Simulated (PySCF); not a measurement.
CH$_{5}$NOSi: geometry relaxation

CH$_{5}$NOSi, computed with PBE0-D3(BJ)/def2-SVP geometry optimisation, gas phase (PySCF 2.14.0).

It belongs to a series of runs on one base structure; here: H on Si replaced by CONH2.

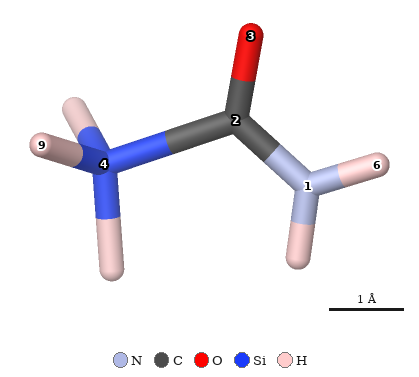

Figure 1. The input geometry (stick view, seen at a tilt; atoms are numbered from 1 in the order of the input).

### Summary

| quantity | value |
| --- | --- |
| outcome | converged |
| total energy | −460.055251 hartree |
| dipole moment | 3.51 D |
| point group | Cs |
| hardware | 1 CPU thread, shared host |
| wall time | 20 s |
| peak memory | 0.35 GiB |

### Input
```
{"job": {"xc": "PBE0", "basis": "def2-SVP", "d3": "d3bj", "grid": 1, "shake": 0.01, "kind": "geom"}, "charge": 0, "multiplicity": 1}
N     -1.429730    -0.282250    -0.426870
C     -0.554870     0.047450     0.527620
O     -0.915200     0.256140     1.669040
Si     1.336540     0.159480     0.032020
H     -1.176830    -0.434950    -1.391260
H     -2.433680    -0.312540    -0.196460
H      1.415180    -0.140010    -1.399360
H      2.050470    -0.827070     0.814210
H      1.765940     1.516580     0.337330
```

The first line tells a small driver script what to run in PySCF; the rest is the geometry in Å.

Launched with:
```bash
OMP_NUM_THREADS=1 python <driver script> task.json out
```

### The program's output
```
step   0  E = -460.05192065  max force = 0.026919
step   1  E = -460.05351529  max force = 0.022270
step   2  E = -460.05355189  max force = 0.014106
step   3  E = -460.05484415  max force = 0.006431
step   4  E = -460.05473492  max force = 0.004346
step   5  E = -460.05519685  max force = 0.001264
step   6  E = -460.05522349  max force = 0.000854
step   7  E = -460.05523928  max force = 0.000748
step   8  E = -460.05525097  max force = 0.000420
optimisation converged
```

### Trajectory as extended XYZ (Å, eV, eV/Å), 9 frames, from step=0 to step=8
```
9
Properties=species:S:1:pos:R:3:forces:R:3 step=0 energy=-12518.65040
N    -1.4297   -0.2823   -0.4269   -1.3473  -0.2940  -0.9213
C    -0.5549    0.0474    0.5276    0.5954   0.1273   0.6148
O    -0.9152    0.2561    1.6690    0.2571   0.1579   0.3642
Si    1.3365    0.1595    0.0320   -1.3843   0.0096   0.1308
H    -1.1768   -0.4350   -1.3913    0.1489   0.0062  -0.0528
H    -2.4337   -0.3125   -0.1965    0.6751   0.0193  -0.0130
H     1.4152   -0.1400   -1.3994    0.2764  -0.0710  -0.6257
H     2.0505   -0.8271    0.8142    0.4815  -0.5395   0.4236
H     1.7659    1.5166    0.3373    0.2971   0.5843   0.0794
9
Properties=species:S:1:pos:R:3:forces:R:3 step=1 energy=-12518.69379
N    -1.4610   -0.4114   -0.3924    1.1452   0.3771  -0.0377
C    -0.5742    0.0209    0.5486   -0.2753   0.0169   0.0389
O    -0.8584    0.1483    1.7223    0.0971   0.0092   0.0279
Si    1.2397    0.3717   -0.0306   -0.0076  -0.1619   0.1254
H    -1.0947   -0.5821   -1.3150   -0.2704  -0.1817  -0.2544
H    -2.3193   -0.8314   -0.0986   -0.6832  -0.2029   0.1467
H     1.4174    0.1074   -1.4942   -0.0045   0.0432  -0.0276
H     2.0698   -0.6039    0.7365    0.0447   0.0761  -0.0369
H     1.6399    1.7679    0.2907   -0.0460   0.0239   0.0177
9
Properties=species:S:1:pos:R:3:forces:R:3 step=2 energy=-12518.69479
N    -1.4239   -0.4418   -0.4157   -0.7253  -0.2032   0.6480
C    -0.5538   -0.0072    0.5390    0.5074   0.0665  -0.6635
O    -0.8423    0.1403    1.7094   -0.2221  -0.0928  -0.0831
Si    1.2619    0.3656   -0.0119   -0.0092  -0.1128   0.0205
H    -1.2455   -0.6536   -1.3878    0.5018   0.1775   0.1139
H    -2.3319   -0.7383   -0.0662   -0.0634   0.0802  -0.0448
H     1.4632    0.1211   -1.4769    0.0028   0.0310   0.0008
H     2.1251   -0.5739    0.7593    0.0375   0.0332  -0.0049
H     1.6065    1.7753    0.3183   -0.0295   0.0203   0.0132
9
Properties=species:S:1:pos:R:3:forces:R:3 step=3 energy=-12518.72996
N    -1.4426   -0.4492   -0.3948   -0.2285  -0.1550  -0.1189
C    -0.5455   -0.0179    0.5311   -0.3307  -0.1332  -0.1420
O    -0.8592    0.1279    1.6950    0.2127   0.1310   0.2467
Si    1.2690    0.3579   -0.0177   -0.0214  -0.0667  -0.0013
H    -1.1985   -0.6594   -1.3533    0.0901   0.0686   0.0451
H    -2.3787   -0.7069   -0.0743    0.3109   0.1222  -0.0499
H     1.4722    0.1281   -1.4850   -0.0061   0.0158   0.0108
H     2.1527   -0.5656    0.7482    0.0076   0.0122   0.0033
H     1.5898    1.7725    0.3182   -0.0347   0.0051   0.0062
9
Properties=species:S:1:pos:R:3:forces:R:3 step=4 energy=-12518.72698
N    -1.4410   -0.4475   -0.3908    0.1247   0.0271   0.2052
C    -0.5608   -0.0255    0.5528    0.1994   0.0715   0.0304
O    -0.8167    0.1456    1.7291   -0.2199  -0.0754  -0.1383
Si    1.2433    0.3426   -0.0222    0.0593  -0.0031   0.0314
H    -1.1019   -0.6318   -1.3245   -0.2235  -0.0409  -0.0509
H    -2.3882   -0.7028   -0.1272    0.0367   0.0078  -0.0430
H     1.4261    0.1144   -1.4916    0.0189   0.0032  -0.0242
H     2.1462   -0.5692    0.7350    0.0105   0.0047  -0.0043
H     1.5522    1.7616    0.3069   -0.0060   0.0050  -0.0064
9
Properties=species:S:1:pos:R:3:forces:R:3 step=5 energy=-12518.73955
N    -1.4420   -0.4501   -0.3929    0.0650  -0.0247   0.0319
C    -0.5523   -0.0268    0.5410   -0.0029   0.0061  -0.0322
O    -0.8351    0.1373    1.7118   -0.0171   0.0003   0.0005
Si    1.2572    0.3460   -0.0197    0.0134  -0.0188   0.0128
H    -1.1572   -0.6455   -1.3420   -0.0381   0.0132  -0.0107
H    -2.3818   -0.6956   -0.0992   -0.0184   0.0107   0.0033
H     1.4543    0.1205   -1.4883    0.0052   0.0041  -0.0030
H     2.1568   -0.5641    0.7436    0.0027   0.0050  -0.0004
H     1.5593    1.7656    0.3132   -0.0099   0.0040  -0.0022
9
Properties=species:S:1:pos:R:3:forces:R:3 step=6 energy=-12518.74028
N    -1.4419   -0.4537   -0.3922    0.0017  -0.0439   0.0112
C    -0.5494   -0.0311    0.5384   -0.0171   0.0097  -0.0261
O    -0.8344    0.1349    1.7086    0.0095   0.0024   0.0140
Si    1.2605    0.3436   -0.0195    0.0048  -0.0091   0.0071
H    -1.1707   -0.6436   -1.3464   -0.0054   0.0192  -0.0022
H    -2.3838   -0.6877   -0.0936    0.0093   0.0168  -0.0026
H     1.4629    0.1187   -1.4875    0.0027   0.0008  -0.0001
H     2.1636   -0.5596    0.7475   -0.0009   0.0018   0.0013
H     1.5523    1.7657    0.3122   -0.0046   0.0023  -0.0027
9
Properties=species:S:1:pos:R:3:forces:R:3 step=7 energy=-12518.74071
N    -1.4422   -0.4592   -0.3903   -0.0113  -0.0385  -0.0017
C    -0.5471   -0.0360    0.5367   -0.0108   0.0127  -0.0047
O    -0.8299    0.1315    1.7075    0.0150  -0.0006   0.0076
Si    1.2627    0.3404   -0.0200   -0.0026   0.0025   0.0013
H    -1.1811   -0.6359   -1.3497    0.0070   0.0166  -0.0017
H    -2.3867   -0.6792   -0.0899    0.0041   0.0106  -0.0011
H     1.4707    0.1138   -1.4870    0.0008  -0.0025   0.0012
H     2.1694   -0.5541    0.7525   -0.0038  -0.0009   0.0022
H     1.5433    1.7660    0.3075    0.0017   0.0001  -0.0031
9
Properties=species:S:1:pos:R:3:forces:R:3 step=8 energy=-12518.74102
N    -1.4425   -0.4665   -0.3871   -0.0088  -0.0216  -0.0076
C    -0.5448   -0.0412    0.5359   -0.0033   0.0113   0.0152
O    -0.8226    0.1262    1.7081    0.0080  -0.0039  -0.0007
Si    1.2639    0.3374   -0.0212   -0.0055   0.0105  -0.0051
H    -1.1899   -0.6213   -1.3525    0.0039   0.0084  -0.0010
H    -2.3903   -0.6714   -0.0867    0.0040   0.0039  -0.0021
H     1.4776    0.1051   -1.4866   -0.0007  -0.0044   0.0012
H     2.1730   -0.5476    0.7591   -0.0036  -0.0027   0.0026
H     1.5348    1.7667    0.2985    0.0060  -0.0015  -0.0025
```

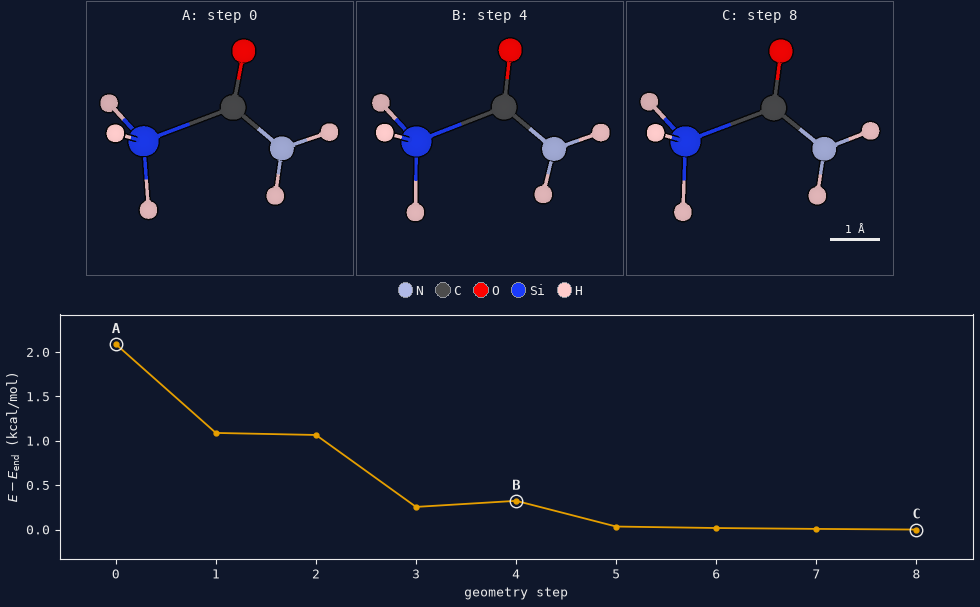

Figure 2. Frames of the relaxation (ball-and-stick view, seen at a tilt) above the curves, on which the letters mark them (steps are counted from 0).

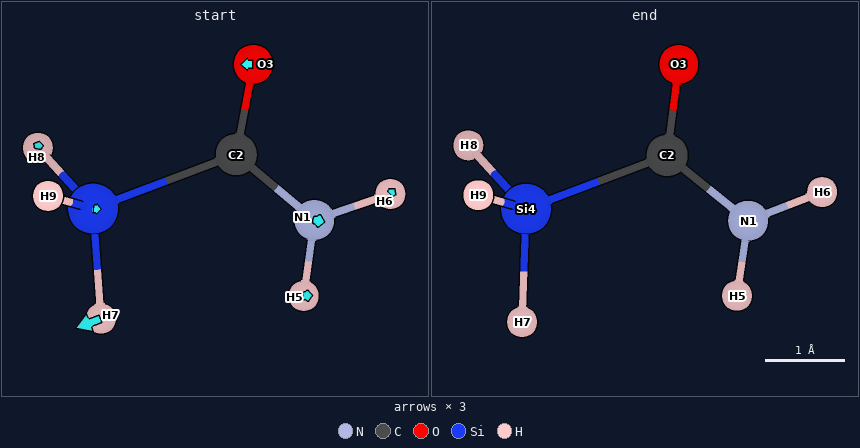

Figure 3. Before (left) and after (right) the relaxation, at one scale (ball-and-stick view, seen at a tilt). The teal arrows give the displacements, magnified 3 times. The energy falls by 2.09 kcal/mol in 8 geometry steps. Largest force component: 1.4 eV/Å at the start, 0.022 eV/Å at the end. H7 moves most after the best rigid fit: 0.12 Å. By element the largest moves are H 0.12 Å, O 0.06 Å, N 0.06 Å, Si 0.04 Å, C 0.02 Å. Among the contacts that change: Si4–H8 1.447 → 1.489 Å, Si4–H7 1.464 → 1.499 Å, Si4–H9 1.456 → 1.490 Å, C2–Si4 1.958 → 1.930 Å. Among the angles that change: C2–Si4–H7 106.7° → 112.7°, O3–C2–Si4 121.0° → 117.7°, H7–Si4–H9 112.3° → 109.4°. (Atoms are counted from 1 in the order of the input.)
